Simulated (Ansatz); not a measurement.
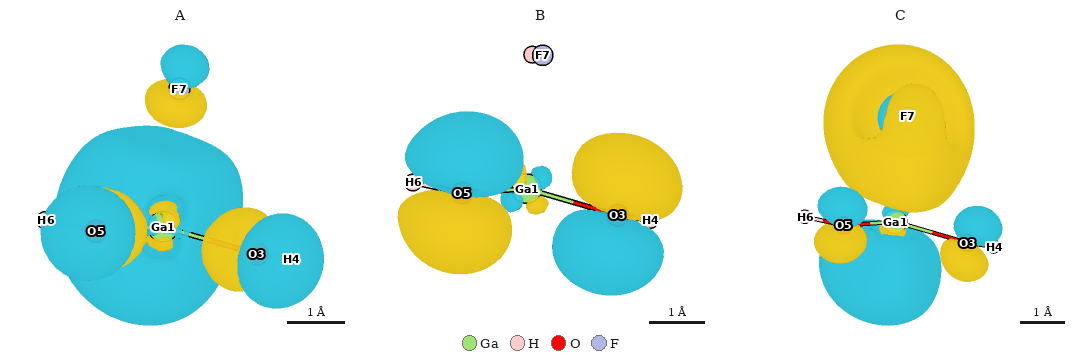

*GaH$_{2}$O$_{2}$···HF (doublet). Three frontier orbitals at ±0.08 Å⁻³ᐟ² (yellow and cyan are the two phases), in no order.*

The calculation used Ansatz 0.2.0, UKS PBE-D4/def2-SVP.

Input file:

```
crystal:
  periodic: [false, false, false]
  atoms:
    - { symbol: Ga, position_ang: [-0.043173, 0.166342, -0.293341] }
    - { symbol: H, position_ang: [0.223095, 0.304637, 2.460137] }
    - { symbol: O, position_ang: [1.395888, -0.758906, -0.928435] }
    - { symbol: H, position_ang: [2.230283, -0.288503, -0.744183] }
    - { symbol: O, position_ang: [-1.615972, -0.598079, -0.808811] }
    - { symbol: H, position_ang: [-2.38192, -0.089541, -0.483305] }
    - { symbol: F, position_ang: [-0.018, -0.534551, 2.131538] }
magnetization:
  spin_polarized: true
  initial_magnetization: 1
basis:
  gaussian: { orbitals: def2-SVP }
hamiltonian:
  xc: pbe
  dispersion: d4
relax:
  f_tol: 0.03
  max_steps: 50
output:
  orbitals: {}
```

Run with:

```sh
ansatz run input.yaml --threads 4 --pin off --max-ram 5120MiB --backend cpu --events-out ev --progress --plain --runs-dir out
```

The fields are those of the run's last geometry, not of the input's.

**Which picture is the HOMO−1, the HOMO and the LUMO? All are α orbitals.**

B is the HOMO−1 (α) (−6.36 eV). It lies mainly on O3 (about 45 %), O5 (about 45 %) and Ga1 (about 5 %); largely a combination of lone pairs on O3 and O5. A is the HOMO (α) (−4.73 eV). By Hirshfeld shares it lies mainly on Ga1 (about 60 %), O3 (about 15 %) and O5 (about 15 %). C is the LUMO (α) (−0.92 eV). By Hirshfeld shares it lies mainly on Ga1 (about 45 %), H2 (about 30 %) and F7 (about 15 %).

**What is the gap between the highest occupied and lowest empty α orbitals?**

3.81 eV between the orbital energies.
